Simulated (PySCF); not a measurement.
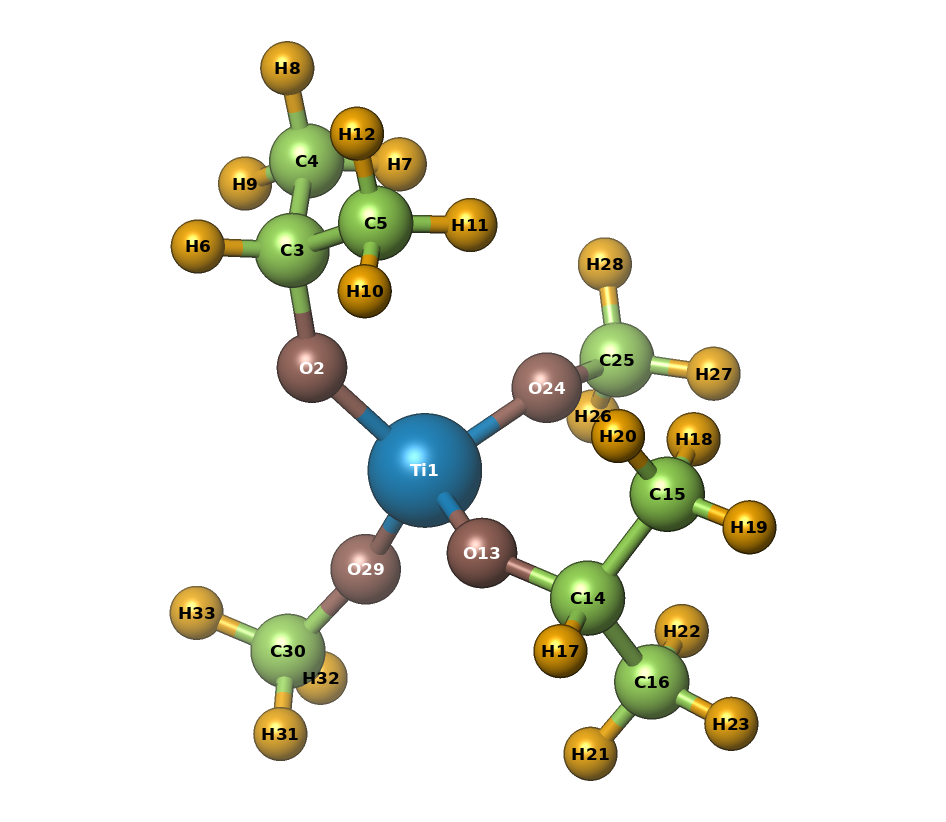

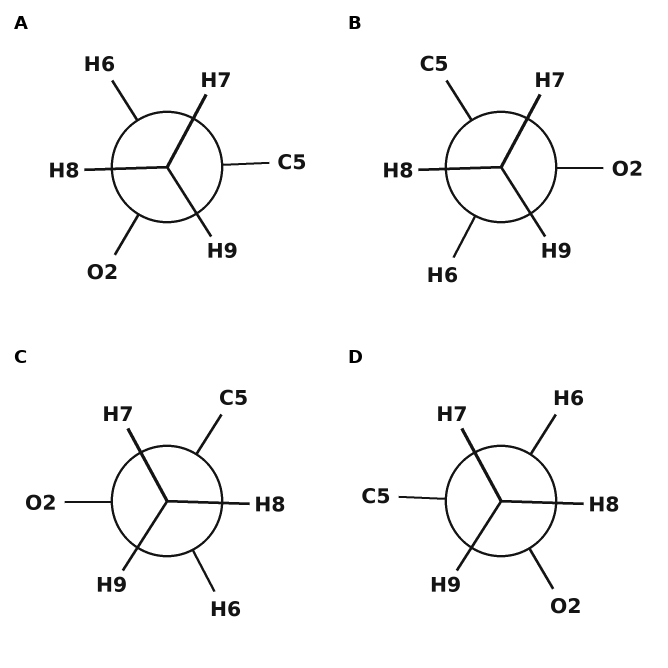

Depth is shown by fading: the farther an atom, the more it takes the colour of the background. Bonds that would overlap in a projection are set slightly apart. Charge 0, singlet. Computed geometry: PBE0-D3(BJ)/def2-SVP optimisation. No frequency run is at hand to confirm it as a minimum.

**Which Newman projection shows the view along C4–C3, with C4 in front?**

C. The torsion angle H7–C4–C3–O2 is −62°, synclinal (gauche).
